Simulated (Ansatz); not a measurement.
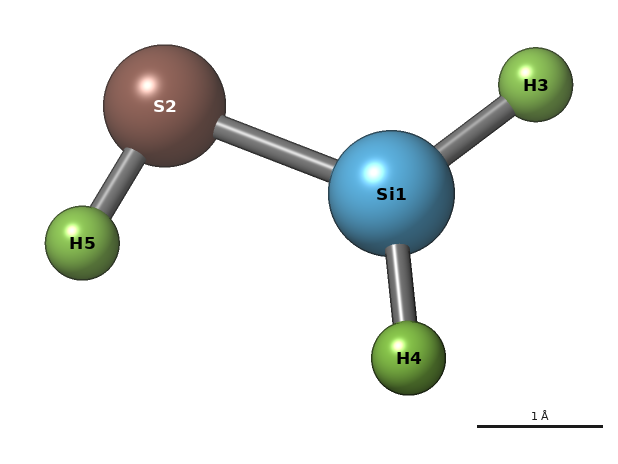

Numbered structure. The species has charge +1 and is a spin singlet. Computed geometry: PBE0-D4/def2-TZVP optimisation. No frequency run is at hand to confirm it as a minimum.

**How are the neighbours of atom 1 arranged?**

Si1 has 3 neighbours (S2 at 2.03, H3 at 1.47, H4 at 1.47 Å); the arrangement is trigonal planar.

**Describe the coordination of atom 2.**

S2 has 2 neighbours (Si1 at 2.03, H5 at 1.35 Å); the arrangement is bent.
